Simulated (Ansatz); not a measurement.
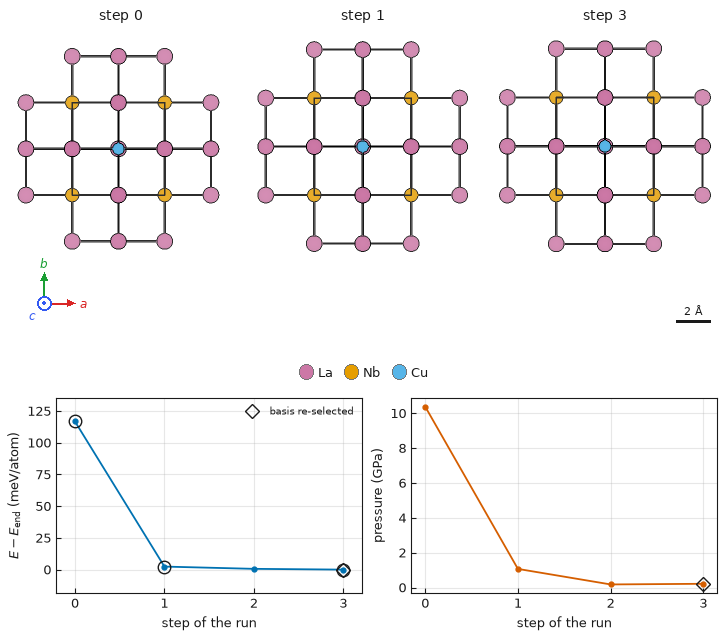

Frames of a relaxation of solid La₃Nb₃Cu (a generated structure, set up in Pm-3m) (coarse preliminary run), marked on the history of the run. The picture is a ball-and-stick view of the cell of the calculation, seen along the c axis.

Method: DFT PBE, scalar-relativistic, plane waves, PAW (Ansatz 0.2.0).

The input:
```yaml
crystal:
  lattice:
    - [5.4435013, 0.0, 0.0]
    - [0.0, 5.4435013, 0.0]
    - [0.0, 0.0, 5.4435013]
  atoms:
    - { symbol: La, position: [0.5, 0.5, 0.0] }
    - { symbol: La, position: [0.0, 0.5, 0.5] }
    - { symbol: La, position: [0.5, 0.0, 0.5] }
    - { symbol: Nb, position: [0.5, 0.0, 0.0] }
    - { symbol: Nb, position: [0.0, 0.5, 0.0] }
    - { symbol: Nb, position: [0.0, 0.0, 0.5] }
    - { symbol: Cu, position: [0.5, 0.5, 0.5] }
basis:
  ecutwfc: 420
kpoints:
  mp_grid: { grid: [4, 4, 4] }
hamiltonian:
  xc: pbe
scf:
  occupations: { method: gaussian, width: 0.1 }
  lower_state_search: "off"
output:
  forces: true
  stress: true
  eigenvalues: true
relax:
  adjacent_minimum: "off"
  f_tol: 0.04
  max_steps: 70
  cell: { stress_tol: 0.4 }
```

Command:
```bash
ansatz run input.yaml --threads 1 --pin off --max-ram 2560MiB --backend cpu --events-out ev --progress --plain --runs-dir out
```

> What happens along the run?

The atoms keep their places relative to the cell (all moves are under 0.005 Å). The drawn cell changes as follows: a = b = c 5.444 → 5.743 Å (+5.5 %); the volume changes by +17.4 %. Some distances before and after: La1–Nb4 2.722 → 2.871 Å, La1–Cu7 2.722 → 2.871 Å. The space group stays Pm-3m (No. 221). The energy falls by 117 meV per atom in 2 accepted moves (3 points after the start). All forces vanish by symmetry, so only the cell relaxes. Pressure: 10.38 GPa at the start and 0.21 GPa at the end. At 1 point the geometry stayed and the basis and grid were re-selected for the new cell (energy shift of 0.6 meV per atom at most each time). From step 0 to 1: volume +15.3 %, energy −114 meV per atom. From step 1 to 3: volume +1.8 %, energy −2.4 meV per atom.

```
step  E − E(0), meV/atom  pressure, GPa  volume, Å³/atom                      note
   0                0.00          10.38           23.043                          
   1             -114.37           1.07           26.580                          
   2             -116.15           0.18           27.056                          
   3             -116.77           0.21           27.056  same geometry, new basis
```
